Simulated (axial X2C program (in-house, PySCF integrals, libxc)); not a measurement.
# Linear SeOH⁻ at several levels

How do method and spin–orbit coupling move the bonds and stretches of SeOH⁻, held linear?

Program: an in-house X2C program for linear molecules on PySCF integrals. Level of theory: all-electron X2C, two-component (2c) or spin-free, Se dyall-v3z, O dyall-av3z, H dyall-v3z. These are calculated values, not measurements.

All values are calculated.

2 further runs of the same task are left out: 2 set aside as unsound or not needed.

## (1) Set-up

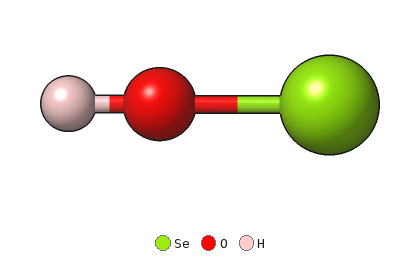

The atoms on one line, bonds 1.790 and 0.960 Å (selenium green, oxygen red, hydrogen pink).

File task.json:

```json
{"zs": [34, 8, 1], "q": -1, "bas": ["dyall-v3z", "dyall-av3z", "dyall-v3z"], "r0": [1.79, 0.96], "symm": 0, "scan": ["PBE0", "HF", "PBE"], "levels": ["PBE0", "HF", "r2SCAN"], "nst": 2}
```

Keys: zs atomic numbers; q charge; bas basis sets; r0 starting distance in Å; symm equal bonds; scan levels of the two-bond scan (MP2 follows by itself at each HF point); levels methods; nst determinants followed.

Launch:

```bash
> python solin.py task.json out
```

Masses Se 79.917, O 15.995, H 1.008 u.

## (2) Scan at PBE0, 2c

State: Ω = 0 (all partner blocks equally filled). Energies above the lowest point, from the job's result record:

```
r(Se–O) (Å)  r(O–H) (Å)  E (meV)
     1.8203      0.9194    31.78
     1.8203      0.9430    17.63
     1.8203      0.9666    36.47
     1.8670      0.9194    15.87
     1.8670      0.9430     0.00
     1.8670      0.9666    17.11
     1.8670      0.9901    61.92
     1.9137      0.9194    35.48
     1.9137      0.9430    17.92
     1.9137      0.9666    33.32
     1.9604      0.9430    63.19
     1.9604      0.9901   118.29
```

A quadratic surface with cubic terms in each bond gives the minimum at 1.865 and 0.942 Å, force constants 2.64, 9.55 and coupling -0.25 mdyn/Å.

## (3) Scan at HF, 2c

State: Ω = 0 (all partner blocks equally filled). Energies above the lowest point, from the job's result record:

```
r(Se–O) (Å)  r(O–H) (Å)  E (meV)
     1.8203      0.9194    14.02
     1.8203      0.9430    21.45
     1.8203      0.9666    62.08
     1.8670      0.9194     0.00
     1.8670      0.9430     5.61
     1.8670      0.9666    44.40
     1.8670      0.9901   110.98
     1.9137      0.9194    19.92
     1.9137      0.9430    23.79
     1.9137      0.9666    60.79
     1.9604      0.9430    67.72
     1.9604      0.9901   166.04
```

A quadratic surface with cubic terms in each bond gives the minimum at 1.862 and 0.927 Å, force constants 2.56, 10.5 and coupling -0.26 mdyn/Å.

## (4) Scan at PBE, 2c

State: Ω = 0 (all partner blocks equally filled). Energies above the lowest point, from the job's result record:

```
r(Se–O) (Å)  r(O–H) (Å)  E (meV)
     1.8203      0.9194    67.58
     1.8203      0.9430    41.06
     1.8203      0.9666    47.35
     1.8670      0.9194    30.41
     1.8670      0.9430     2.23
     1.8670      0.9666     6.87
     1.8670      0.9901    39.10
     1.9137      0.9194    29.82
     1.9137      0.9430     0.00
     1.9137      0.9666     2.97
     1.9604      0.9430    26.18
     1.9604      0.9901    56.38
```

A quadratic surface with cubic terms in each bond gives the minimum at 1.894 and 0.952 Å, force constants 2.34, 8.9 and coupling -0.24 mdyn/Å.

## (5) Comparison

| level | r(Se–O) (Å) | r(O–H) (Å) | lower stretch (cm⁻¹) | upper stretch (cm⁻¹) |
| --- | --- | --- | --- | --- |
| PBE0, 2c | 1.865 | 0.942 | 563.3 | 4143.9 |
| HF, 2c | 1.862 | 0.927 | 555.4 | 4348.3 |
| PBE, 2c | 1.894 | 0.952 | 530.4 | 3999.3 |
| MP2, 2c | 1.884 | 0.946 | 549.9 | 4105.9 |
| PBE0, spin-free | 1.861 | 0.941 | 571.3 | 4153.6 |
| HF, spin-free | 1.859 | 0.927 | 562.6 | 4352.9 |
| PBE, spin-free | 1.889 | 0.951 | 541.3 | 4016.4 |
| MP2, spin-free | 1.880 | 0.946 | 558.5 | 4112.2 |

Scans not shown above were run alike.

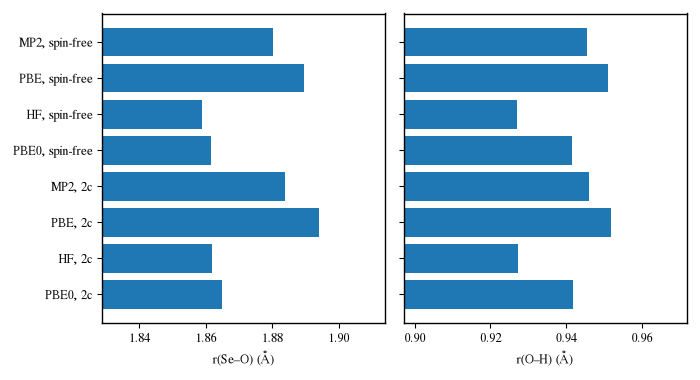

The two bond lengths by level.

In words: Over the levels the Se–O bond spans 1.859 to 1.894 Å and the O–H bond 0.927 to 0.952 Å. At PBE0 going from spin-free to two-component moves the bonds by +0.003 and +0.000 Å. Each state is one determinant, the lowest of a limited PBE0 search; the stretches come from a fit to few points and are good to some per cent at best. MP2 freezes inner shells (threshold -2 hartree). For an anion the highest level of a functional can be positive, and the basis then holds the extra electron. The molecule was held linear; bending was not examined, so a bent shape may lie lower.
